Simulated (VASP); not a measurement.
# Driving VASP from ASE on Pd (Palladium), part 3 of 4

Do ASE scripts that read Pd (Palladium) from different structure formats give one answer, and do several routes find one equilibrium volume? All runs use PBE. Left out of this account: 1 further run (self-consistent run: a reference on another mesh). The start is a cell from a database of measured crystal structures.

VASP 6.6.1; PBE; plane waves and PAW (Pd).

So far. Step 2 (Self-consistent run (PBE, through ASE)): The pressure is 6.40 GPa and the largest force 0.000 eV/Å, so the cell is not at a minimum at these settings. Step 3 (A single point (PBE, through ASE)): The energy lies -6.27 meV an atom from the first script, since this cell and mesh sample the zone at other points.

### 4. Relaxing cell and atoms (PBE, through ASE)

System of this step: Pd (Palladium). The structure is cubic, space group Fm-3m (No. 225). Conventional cell: a = 3.893 Å, b = 3.893 Å, c = 3.893 Å, α = 90.00°, β = 90.00°, γ = 90.00°. Nearest to Pd lie 12 Pd at 2.75 Å.

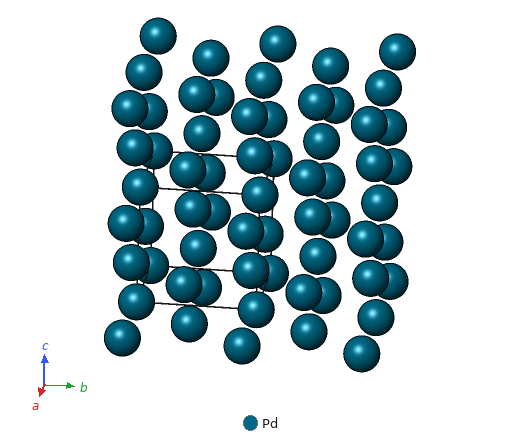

The cell of this step (palladium blue). 2×2×2 conventional cells are drawn. Some periodic images of atoms are drawn too.

The start need not lie at this functional's minimum. ISIF = 3 frees volume, shape and positions, and EDIFFG sets the threshold on forces and stress at which the search stops.

Contents of run.py:

```python
import numpy as np
from ase.calculators.vasp import Vasp
from ase import Atoms

atoms = Atoms(['Pd'],
              cell=[[0.0, 1.9465, 1.9465], [1.9465, 0.0, 1.9465], [1.9465, 1.9465, 0.0]],
              scaled_positions=[[0.0, 0.0, 0.0]],
              pbc=True)

calc = Vasp(
    xc='pbe',
    pp='PBE',
    prec='Accurate',
    encut=400,
    ediff=1e-06,
    nelm=100,
    ismear=-1,
    sigma=0.05,
    lreal=False,
    algo='Normal',
    nbands=11,
    lasph=True,
    lorbit=11,
    lwave=False,
    lcharg=False,
    kpar=2,
    ibrion=2,
    nsw=60,
    isif=3,
    ediffg=-0.01,
    pp_version='64',
    setups={'Pd': ''},
    kpts=(17, 17, 17),
    gamma=True,
    txt='vasp.out',
)
atoms.calc = calc

print("energy (eV):", round(atoms.get_potential_energy(), 6))
print("Fermi level (eV):", round(calc.get_fermi_level(), 4))
print("forces (eV/A):")
print(np.round(atoms.get_forces(), 4))
print("stress (GPa, Voigt, tension positive):", np.round(atoms.get_stress() * 160.21766, 3))
print("cell (A, degrees):", np.round(atoms.cell.cellpar(), 4))
print("volume (A^3):", round(atoms.get_volume(), 4))
print("positions:")
print(np.round(atoms.get_scaled_positions(), 5))
```

PAW data sets: Pd (PBE family, release 64).

On the command line:

```bash
> export ASE_VASP_COMMAND="mpirun -np 2 vasp_std"
> python run.py
```

Output:

```text
energy (eV): -5.209265
Fermi level (eV): 9.2052
forces (eV/A):
[[ 0.  0. -0.]]
stress (GPa, Voigt, tension positive): [ 0.051  0.051  0.051 -0.    -0.    -0.   ]
cell (A, degrees): [ 2.7843  2.7843  2.7843 60.     60.     60.    ]
volume (A^3): 15.2629
positions:
[[0. 0. 0.]]
```

Run time: 9.8 s. Hardware: 2 MPI ranks of Intel Xeon 6975P-C (Granite Rapids), shared host; peak memory 0.25 GiB; 18 s of CPU time.

The INCAR that ASE wrote:

```
ENCUT = 400.000000
SIGMA = 0.050000
EDIFF = 1.00e-06
EDIFFG = -1.00e-02
ALGO = Normal
GGA = PE
PREC = Accurate
IBRION = 2
ISIF = 3
ISMEAR = -1
KPAR = 2
LORBIT = 11
NBANDS = 11
NELM = 100
NSW = 60
LASPH = .TRUE.
LCHARG = .FALSE.
LWAVE = .FALSE.
LREAL = .FALSE.
```

ASE turned this into the KPOINTS:

```
KPOINTS created by Atomic Simulation Environment
0
Gamma
17 17 17
0 0 0
```

VASP's own log, vasp.out:

```text
[... set-up lines as in an earlier step ...]
 entering main loop
       N       E                     dE             d eps       ncg     rms          rms(c)
[... 12 cycles as in an earlier step ...]
   1 F= -.52109274E+01 E0= -.51999827E+01  d E =-.521093E+01
 curvature:   0.00 expect dE= 0.000E+00 dE for cont linesearch  0.000E+00
 trial: gam= 0.00000 g(F)=  0.586E-64 g(S)=  0.502E-01 ort = 0.000E+00 (trialstep = 0.100E+01)
 search vector abs. value=  0.502E-01
 bond charge predicted
       N       E                     dE             d eps       ncg     rms          rms(c)
DAV:   1    -0.614101370329E+01   -0.93009E+00   -0.16532E+01  4104   0.392E+01    0.664E+00
DAV:   2    -0.520068975765E+01    0.94032E+00   -0.49508E+00  4263   0.161E+01    0.242E+00
DAV:   3    -0.520030986302E+01    0.37989E-03   -0.24448E-02  4473   0.915E-01    0.147E+00
DAV:   4    -0.520088224841E+01   -0.57239E-03   -0.80957E-03  4415   0.665E-01    0.684E-02
DAV:   5    -0.520098190861E+01   -0.99660E-04   -0.12945E-04  4867   0.709E-02    0.368E-02
DAV:   6    -0.520101276979E+01   -0.30861E-04   -0.94197E-06  4410   0.273E-02    0.884E-03
DAV:   7    -0.520101158587E+01    0.11839E-05   -0.83358E-07  4090   0.542E-03    0.102E-03
DAV:   8    -0.520101165956E+01   -0.73684E-07   -0.24353E-08  2745   0.132E-03
   2 F= -.52010117E+01 E0= -.51890474E+01  d E =0.991571E-02
 trial-energy change:    0.009916  1 .order    0.007180   -0.050244    0.064604
 step:   0.4031(harm=  0.4375)  dis= 0.00000  next Energy=    -5.220875 (dE=-0.995E-02)
 bond charge predicted
       N       E                     dE             d eps       ncg     rms          rms(c)
DAV:   1    -0.555556785383E+01   -0.35456E+00   -0.57482E+00  4119   0.227E+01    0.397E+00
DAV:   2    -0.522018152463E+01    0.33539E+00   -0.15843E+00  4251   0.977E+00    0.719E-01
DAV:   3    -0.522012698405E+01    0.54541E-04   -0.13505E-02  4751   0.627E-01    0.453E-01
DAV:   4    -0.522068224707E+01   -0.55526E-03   -0.37581E-03  4311   0.484E-01    0.689E-02
DAV:   5    -0.522065517878E+01    0.27068E-04   -0.75228E-05  4420   0.755E-02    0.296E-02
DAV:   6    -0.522065861921E+01   -0.34404E-05   -0.34002E-06  4653   0.123E-02    0.193E-03
DAV:   7    -0.522065883703E+01   -0.21781E-06   -0.20179E-07  3227   0.327E-03
   3 F= -.52206588E+01 E0= -.52092650E+01  d E =-.973147E-02
 curvature:  -0.22 expect dE=-0.744E-06 dE for cont linesearch -0.744E-06
 trial: gam= 0.00000 g(F)=  0.427E-65 g(S)=  0.341E-05 ort =-0.414E-03 (trialstep = 0.881E+00)
 search vector abs. value=  0.341E-05
 reached required accuracy - stopping structural energy minimisation
```

From OUTCAR (step 4):

```text
The static configuration has the point symmetry O_h .

 Found    165 irreducible k-points:

   NELECT =      10.0000    total number of electrons

 E-fermi :   9.2052

 k-point     1 :       0.0000    0.0000    0.0000
  band No.  band energies     occupation
    ...
      2       6.5258      2.00000
      3       6.5258      2.00000
      4       6.5258      2.00000
      5       8.0478      2.00000
      6       8.0478      2.00000
      7      26.3887      0.00000
      8      30.9708      0.00000
      9      30.9708      0.00000
     10      30.9708      0.00000
     11      35.5264      0.00000

 k-point     2 :       0.0588    0.0000    0.0000
  band No.  band energies     occupation
    ...
      2       6.4839      2.00000
      3       6.5676      2.00000
      4       6.5676      2.00000
      5       8.0286      2.00000
      6       8.0286      2.00000
      7      26.5095      0.00000
      8      30.1306      0.00000
      9      31.1033      0.00000
     10      31.1033      0.00000
     11      35.6312      0.00000

  Total       -0.0048565     -0.0048565     -0.0048565      0.0000000      0.0000000      0.0000000
  in kB       -0.5097984     -0.5097984     -0.5097984      0.0000000      0.0000000      0.0000000
  external PRESSURE =      -0.5097984 kB  Pullay stress =       0.0000000 kB

  energy-cutoff  :      400.00
  volume of cell :       15.26
      direct lattice vectors                 reciprocal lattice vectors
     0.000000000  1.968802732  1.968802732    -0.253961452  0.253961452  0.253961452
     1.968802732  0.000000000  1.968802732     0.253961452 -0.253961452  0.253961452
     1.968802732  1.968802732  0.000000000     0.253961452  0.253961452 -0.253961452

 POSITION                                       TOTAL-FORCE (eV/Angst)
 -----------------------------------------------------------------------------------
      0.00000      0.00000      0.00000         0.000000      0.000000     -0.000000
 -----------------------------------------------------------------------------------
    total drift:                                0.000000      0.000000     -0.000000

  FREE ENERGIE OF THE ION-ELECTRON SYSTEM (eV)
  ---------------------------------------------------
  free  energy   TOTEN  =        -5.2206588370 eV

  energy  without entropy=       -5.1978710725  energy(sigma->0) =       -5.20926495

 reached required accuracy - stopping structural energy minimisation

 total charge
# of ion       s       p       d       tot
------------------------------------------
    1        0.474   0.443   8.454   9.371

[... 7 parts as in an earlier step ...]

[... 5 further parts left out ...]
```

The run keeps the 48 symmetry operations of its start, so it cannot find a distortion of lower symmetry.

Step by step:

| step | energy less that of the first step (eV) | largest force (eV/Å) | pressure (GPa) | volume (Å³) |
| --- | --- | --- | --- | --- |
| 1 | 0.0000 | 0.0000 | 6.40 | 14.75 |
| 2 | 0.0099 | 0.0000 | -7.57 | 16.04 |
| 3 | -0.0097 | 0.0000 | -0.05 | 15.26 |

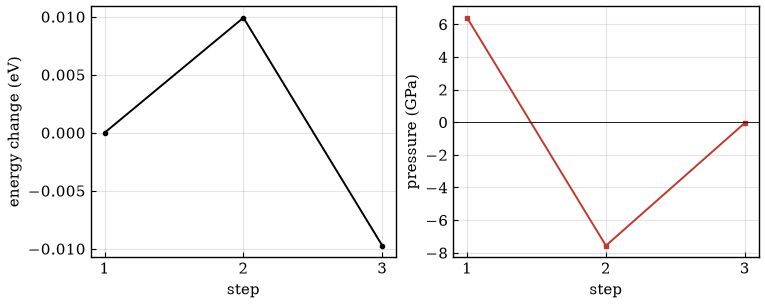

Energy and pressure along the relaxation.

| conventional cell, symmetrised | before | after | change |
| --- | --- | --- | --- |
| a (Å) | 3.893 | 3.938 | +1.1 % |
| b (Å) | 3.893 | 3.938 | +1.1 % |
| c (Å) | 3.893 | 3.938 | +1.1 % |
| volume (Å³/atom) | 14.75 | 15.26 | +3.5 % |

Final coordinates:

```cif
data_structure
_symmetry_space_group_name_H-M 'P 1'
_symmetry_Int_Tables_number 1
_cell_length_a 2.7843
_cell_length_b 2.7843
_cell_length_c 2.7843
_cell_angle_alpha 60.000
_cell_angle_beta 60.000
_cell_angle_gamma 60.000
_cell_volume 15.26
loop_
_atom_site_label
_atom_site_type_symbol
_atom_site_fract_x
_atom_site_fract_y
_atom_site_fract_z
_atom_site_occupancy
Pd1 Pd 0.00000 0.00000 0.00000 1
```

Numbers from this step:

* electrons: 10
* bands: 11
* irreducible k-points: 165
* free energy (TOTEN): -5.221 eV
* energy at zero smearing: -5.209 eV
* Fermi energy: 9.205 eV
* pressure: -0.05098 GPa
* SCF cycles over all ionic steps: 27

It ends with forces that vanish by symmetry and a pressure of -0.05 GPa.

### 5. Energy against volume, from ASE (PBE)

An ASE loop scales the volume and fits the energies, which gives the bulk modulus from energies alone.

Contents of run.py:

```python
import numpy as np
from ase.calculators.vasp import Vasp
from ase.io import read
from ase.eos import EquationOfState
from ase.units import GPa

atoms = read('Pd.cif')

calc = Vasp(
    xc='pbe',
    pp='PBE',
    prec='Accurate',
    encut=400,
    ediff=1e-06,
    nelm=100,
    ismear=-1,
    sigma=0.05,
    lreal=False,
    algo='Normal',
    nbands=11,
    lasph=True,
    lorbit=11,
    lwave=False,
    lcharg=False,
    kpar=2,
    isif=2,
    pp_version='64',
    setups={'Pd': ''},
    kpts=(17, 17, 17),
    gamma=True,
    txt='vasp.out',
)
atoms.calc = calc

cell, volumes, energies = atoms.get_cell(), [], []
for x in [0.94, 0.96, 0.98, 1.0, 1.02, 1.04, 1.06]:
    atoms.set_cell(cell * x ** (1 / 3), scale_atoms=True)
    volumes.append(atoms.get_volume())
    energies.append(atoms.get_potential_energy())
    print(f"{x:.2f}  V = {volumes[-1]:.4f} A^3  E = {energies[-1]:.6f} eV")
v0, e0, b0 = EquationOfState(volumes, energies, eos="birchmurnaghan").fit()
print(f"V0 = {v0:.4f} A^3  E0 = {e0:.6f} eV  B0 = {b0 / GPa:.2f} GPa")
```

Contents of Pd.cif:

```cif
data_Pd
_cell_length_a 2.75276670
_cell_length_b 2.75276670
_cell_length_c 2.75276670
_cell_angle_alpha 60.00000000
_cell_angle_beta 60.00000000
_cell_angle_gamma 60.00000000
_space_group_name_H-M_alt 'P1'
_space_group_name_Hall 'P 1'
_space_group_IT_number 1
loop_
_space_group_symop_operation_xyz
'x,y,z'
loop_
_atom_site_label
_atom_site_type_symbol
_atom_site_symmetry_multiplicity
_atom_site_Wyckoff_symbol
_atom_site_fract_x
_atom_site_fract_y
_atom_site_fract_z
_atom_site_occupancy
Pd1 Pd 1 a 0.0000000000 0.0000000000 0.0000000000 1
```

Output:

```text
0.94  V = 13.8650 A^3  E = -5.123889 eV
0.96  V = 14.1600 A^3  E = -5.158499 eV
0.98  V = 14.4550 A^3  E = -5.183539 eV
1.00  V = 14.7500 A^3  E = -5.199983 eV
1.02  V = 15.0450 A^3  E = -5.208964 eV
1.04  V = 15.3400 A^3  E = -5.211332 eV
1.06  V = 15.6350 A^3  E = -5.207815 eV
V0 = 15.3050 A^3  E0 = -5.211362 eV  B0 = 167.09 GPa
```

Wall time 29 s (2 MPI ranks); peak memory 0.24 GiB; 51 s of CPU time.

The INCAR that ASE wrote:

```
ENCUT = 400.000000
SIGMA = 0.050000
EDIFF = 1.00e-06
ALGO = Normal
GGA = PE
PREC = Accurate
ISIF = 2
ISMEAR = -1
KPAR = 2
LORBIT = 11
NBANDS = 11
NELM = 100
LASPH = .TRUE.
LCHARG = .FALSE.
LWAVE = .FALSE.
LREAL = .FALSE.
```

The KPOINTS that ASE wrote:

```
KPOINTS created by Atomic Simulation Environment
0
Gamma
17 17 17
0 0 0
```

VASP's own log, vasp.out (the last of its runs):

```text
[banner, memory and clock lines left out]
running    2 mpi-ranks, on    1 nodes
 distrk:  each k-point on    1 cores,    2 groups
 distr:  one band on    1 cores,    1 groups

 POSCAR found type information on POSCAR Pd
 POSCAR found :  1 types and       1 ions
 LDA part: xc-table for (Slater+PW92), standard interpolation
 POSCAR, INCAR and KPOINTS ok, starting setup
 FFT: planning ... GRIDC
 FFT: planning ... GRID_SOFT
 FFT: planning ... GRID
 WAVECAR not read
 WARNING: random wavefunctions but no delay for mixing, default for NELMDL
 entering main loop
       N       E                     dE             d eps       ncg     rms          rms(c)
DAV:   1     0.342414771338E+02    0.34241E+02   -0.43390E+03  3710   0.672E+02
DAV:   2    -0.502602184223E+01   -0.39267E+02   -0.37971E+02  4210   0.158E+02
DAV:   3    -0.548686592432E+01   -0.46084E+00   -0.45921E+00  4315   0.179E+01
DAV:   4    -0.548932258127E+01   -0.24567E-02   -0.24563E-02  4381   0.141E+00
DAV:   5    -0.548935342376E+01   -0.30842E-04   -0.30841E-04  4765   0.137E-01    0.657E+00
DAV:   6    -0.522950447343E+01    0.25985E+00   -0.11626E+00  4446   0.860E+00    0.320E+00
DAV:   7    -0.522245606915E+01    0.70484E-02   -0.64429E-03  4514   0.592E-01    0.177E+00
DAV:   8    -0.521948997810E+01    0.29661E-02   -0.88511E-04  4476   0.220E-01    0.485E-02
DAV:   9    -0.521949016750E+01   -0.18940E-06   -0.33335E-05  4723   0.475E-02    0.171E-02
DAV:  10    -0.521949396788E+01   -0.38004E-05   -0.48734E-06  4395   0.197E-02    0.498E-03
DAV:  11    -0.521949349202E+01    0.47586E-06   -0.14500E-07  2844   0.365E-03
   1 F= -.52194935E+01 E0= -.52078154E+01  d E =-.233561E-01
```

OUTCAR, selected parts (step 5):

```text
   ENCUT  =  400.0 eV  29.40 Ry    5.42 a.u.   4.58  4.58  4.58*2*pi/ulx,y,z

   NELECT =      10.0000    total number of electrons

 E-fermi :   8.8219

 k-point     1 :       0.0000    0.0000    0.0000
  band No.  band energies     occupation
    ...
      2       6.2440      2.00000
      3       6.2440      2.00000
      4       6.2440      2.00000
      5       7.7068      2.00000
      6       7.7068      2.00000
      7      25.9796      0.00000
      8      30.4254      0.00000
      9      30.4254      0.00000
     10      30.4254      0.00000
     11      35.1431      0.00000

  Total       -0.3639909     -0.3639909     -0.3639909      0.0000000     -0.0000000      0.0000000
  in kB      -37.2994193    -37.2994193    -37.2994193      0.0000000     -0.0000000      0.0000000
  external PRESSURE =     -37.2994193 kB  Pullay stress =       0.0000000 kB

 POSITION                                       TOTAL-FORCE (eV/Angst)
 -----------------------------------------------------------------------------------
      0.00000      0.00000      0.00000        -0.000000      0.000000      0.000000
 -----------------------------------------------------------------------------------
    total drift:                                0.000000      0.000000      0.000000

  FREE ENERGIE OF THE ION-ELECTRON SYSTEM (eV)
  ---------------------------------------------------
  free  energy   TOTEN  =        -5.2194934920 eV

  energy  without entropy=       -5.1961373831  energy(sigma->0) =       -5.20781544

[... 4 parts as in an earlier step ...]

[... 12 further parts left out ...]
```

This step gave:

```
bulk modulus                  : 167.1 GPa
equilibrium volume of the fit : 15.30 Å³/atom
```

The fitted volume lies +0.28 % from the relaxed one.

(Continued in part 4 of 4.)

[Lines on the potential files, build, host, timing and source positions are cut from VASP's logs without a mark.]

[Logs are printed without paths, hosts, clocks, repeated set-up lines and the standing remarks that a program may print on its own settings, such as how far it seeks lower states.]

[Hosts, paths, dates, database ids (printed as entryN), source tags and the programs' standing remarks are cut or masked in the printed files.]

[A measured line is paired with the nearest computed mode of its activity, which favours agreement.]
